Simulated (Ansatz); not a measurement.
S2O: space group Pnnm (No. 58), a = 4.482 Å, b = 8.082 Å, c = 3.059 Å, α = 90.00°, β = 90.00°, γ = 90.00°. Source: the end point of a relaxation with Ansatz 0.2.0, DFT, PAW plane waves, r2scan; the starting structure was generated, so it need not be a known form of this composition. Forms under 0.4 % of the area are left out.

What shape follows from the Bravais–Friedel–Donnay–Harker rule?

The forms computed, by share of the surface:

| form | faces | d (Å) | share of area (%) |
| --- | --- | --- | --- |
| {110} | 4 | 3.920 | 45.4 |
| {011} | 4 | 2.861 | 26.4 |
| {020} | 2 | 4.041 | 22.8 |
| {101} | 4 | 2.527 | 5.4 |

Widths along a, b and c stand as 1.00 : 0.85 : 1.28.

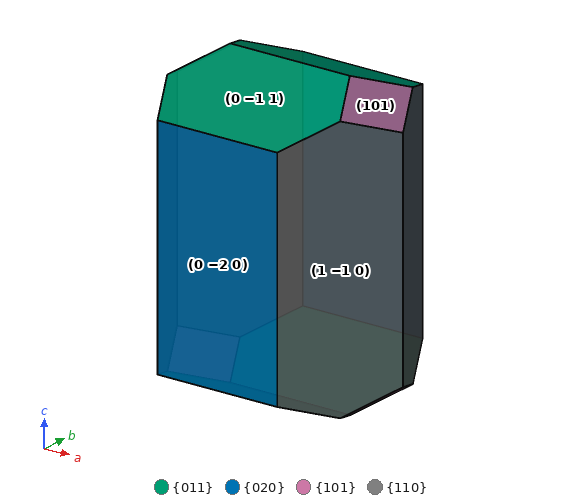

The computed shape, faces indexed. The rule is geometric and ignores bonding and growth conditions.
